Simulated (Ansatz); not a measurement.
C3H8BNSi

Input

```
crystal:
  periodic: [false, false, false]
  atoms:
    - { symbol: C, position_ang: [-0.0892, -2.2788, -0.0269] }
    - { symbol: "N", position_ang: [1.1167, -1.7302, -0.5436] }
    - { symbol: C, position_ang: [1.3965, -0.4739, -0.6351] }
    - { symbol: B, position_ang: [2.64923, 0.1583, -1.22273] }
    - { symbol: C, position_ang: [3.63299, 1.32764, -1.59641] }
    - { symbol: Si, position_ang: [4.58314, -0.11181, -2.01932] }
    - { symbol: H, position_ang: [-0.952, -1.8558, -0.6556] }
    - { symbol: H, position_ang: [-0.2406, -1.9082, 1.0125] }
    - { symbol: H, position_ang: [-0.1246, -3.325, -0.0447] }
    - { symbol: H, position_ang: [0.61095, 0.24623, -0.35072] }
    - { symbol: H, position_ang: [4.01931, 1.89211, -0.75901] }
    - { symbol: H, position_ang: [3.24937, 1.91554, -2.50735] }
    - { symbol: H, position_ang: [5.44586, -0.74873, -0.95359] }
    - { symbol: H, position_ang: [4.40716, -0.75188, -3.35365] }
basis:
  gaussian: { orbitals: "6-31G*" }
hamiltonian:
  xc: revpbe
  dispersion: d4
relax:
  f_tol: 0.015
  max_steps: 40
output:
  orbitals: {}
```

Run with:

```sh
ansatz run input.yaml --threads 2 --pin off --max-ram 3072MiB --backend cpu --events-out ev --progress --plain --runs-dir out
```

The fields are those of the relaxed geometry.

Method: RKS revPBE-D4/6-31G* in Ansatz 0.2.0.

> What will maps of the electron density and electron localisation function show?

C–N (1.30 Å): ρ at the midpoint is about 2.6 e/Å³; the ELF peaks at about 0.95 between the atoms (a covalent bond).
C–H (1.11 Å): the density is about 1.9 e/Å³ at the midpoint; the ELF climbs to about 1 towards the hydrogen, as it does in any bond to H (a covalent bond by its length).
C–N (1.46 Å): the density is about 1.9 e/Å³ at the midpoint; the ELF peaks at about 0.90 between the atoms (a covalent bond).
C–B (1.56 Å): ρ at the midpoint is about 1.4 e/Å³; the ELF peaks at about 1 between the atoms; localised, covalent bonding.

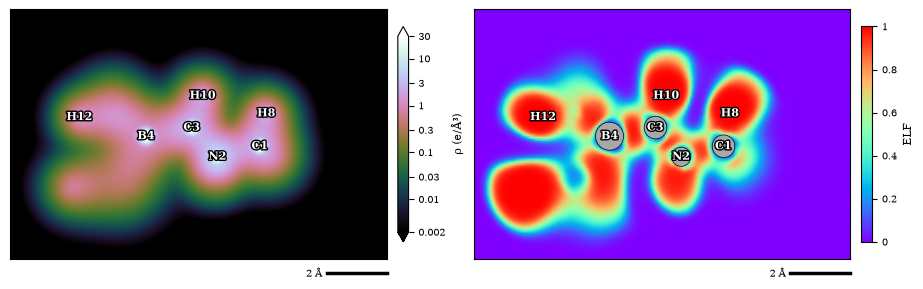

Computed electron density and electron localisation function on the plane of atoms N2, C3 and H10, in this order. Grey discs cover the atomic cores in the ELF map. 
